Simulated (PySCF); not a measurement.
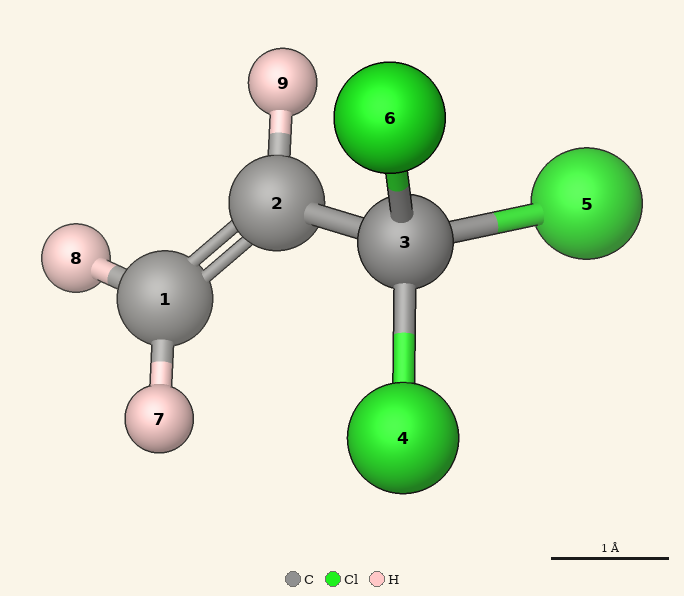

Orthographic view. Distant atoms are faded towards the background colour. Computed geometry: PBE0-D3(BJ)/def2-SVP optimisation. No frequency run is at hand to confirm it as a minimum.

Give the geometry as a Z-matrix, atoms in numerical order, with these reference atoms: 2 to 1; 3 to 2, 1; 4 to 3, 2, 1; 5 to 3, 2, 1; 6 to 3, 2, 1; 7 to 1, 2, 3; 8 to 1, 7, 2; 9 to 2, 1, 8.

```
C  
C    1   1.330
C    2   1.497   1   126.1
Cl   3   1.773   2   113.5   1     2.2
Cl   3   1.788   2   108.5   1   123.4
Cl   3   1.789   2   108.4   1  -119.0
H    1   1.092   2   121.6   3    -0.4
H    1   1.092   7   118.2   2   179.9
H    2   1.095   1   121.6   8     0.0
```
